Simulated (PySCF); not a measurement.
[SiI3]- (I₃Si, charge −1).

Level of theory: BP86/def2-SVPD (PySCF), at a geometry from GFN2-xTB. Core potentials replace the inner electrons of I; spin–orbit coupling isn't included. No frequency check shows the geometry to be a minimum. GFN2-xTB bond lengths at metals and heavier atoms can be off by up to 0.1 Å and shapes distorted, which carries into these values.

The calculation's input:

```python
import numpy as np
from pyscf import gto, scf, dft
from pyscf.scf import atom_ks, atom_hf
from scipy.linalg import block_diag

def solve(mol, dm0=None, hcore=None):
    mf = (dft.UKS if mol.spin else dft.RKS)(mol, xc='bp86')
    mf.grids.level = 3
    mf = mf.density_fit(auxbasis='def2-universal-jkfit')
    mf.conv_tol, mf.max_cycle = 1e-8, 80
    if hcore is not None:
        mf.get_hcore = lambda *args: hcore
    mf.kernel(dm0)
    if not mf.converged:
        mf = mf.newton().run(mf.mo_coeff, mf.mo_occ, max_cycle=30)
    assert mf.converged, 'SCF not converged'
    return mf

mol = gto.M(atom='''
Si    -0.00382     0.00000     1.12203
I      2.30729    -0.19782    -0.09844
I     -0.98182     2.09680    -0.09895
I     -1.32446    -1.89897    -0.09900
''', basis='def2-svpd', ecp={'I': 'def2-svpd'}, charge=-1, spin=0, verbose=4)
mf = solve(mol)
out = dict(e0=mf.e_tot, dm0=mf.make_rdm1(), c=mf.mo_coeff, occ=mf.mo_occ, eps=mf.mo_energy)
for name, dq, spin in [('cation', 1, 1)]:
    ion = mol.copy().set(charge=mol.charge + dq, spin=spin).build()
    mi = solve(ion)
    if spin and dq > 0 and mol.nao < 130:
        c, _, stable, _ = mi.stability(return_status=True)
        if not stable:
            mi = solve(ion, mi.make_rdm1(c, mi.mo_occ))
    print(name, 'vertical energy change / eV', (mi.e_tot - mf.e_tot) * 27.211386)
    out.update({'e_' + name: mi.e_tot, 'dm_' + name: mi.make_rdm1(), 's2_' + name: mi.spin_square()[0], 'eps_' + name: mi.mo_energy, 'occ_' + name: mi.mo_occ})
# spherically averaged free atoms, for the promolecule
atom_ks.AtomSphAverageRKS.init_guess_by_vsap = lambda self, mol=None: self.init_guess_by_minao(mol)  # core potentials
atm = atom_ks.get_atm_nrks(mol, xc='bp86')
pro = block_diag(*[(atm[a[0]][2] * atm[a[0]][3]) @ atm[a[0]][2].T for a in mol._atom])
np.savez('result.npz', pro=pro, **out)
```

Command:

```sh
OMP_NUM_THREADS=1 python input.py
```

The run took 5 min on 1 thread of Intel(R) Xeon(R) Platinum 8375C CPU @ 2.90GHz (Ice Lake) (shared host), peak memory 0.56 GiB.

Partitions, critical points and surface values were worked out afterwards from this run's density.

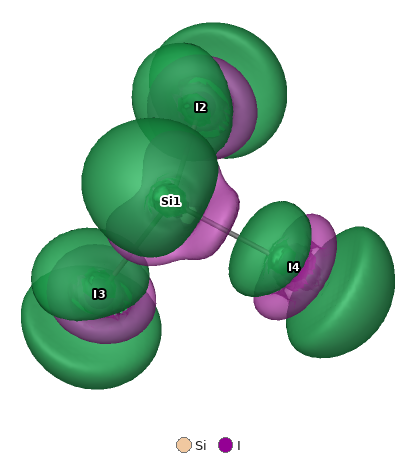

Fukui function f⁻ = ρ(N) − ρ(N−1) at fixed geometry, surfaces at ±0.008 e/Å³ (green positive, purple negative).

> Which atoms respond most to the removal of an electron?

f⁻ (Hirshfeld-condensed) is largest on I2, I3 and I4 (0.27 each) and Si1 (0.20); the vertical detachment energy is 3.76 eV. Condensed values hint at sites of electrophilic attack but needn't mark the atom that reacts. Orbital relaxation makes it negative in places (0.13 e in all).

```csv
atom,f⁻,charge
Si1,+0.20,+0.02
I2,+0.27,−0.34
I3,+0.27,−0.34
I4,+0.27,−0.34
```
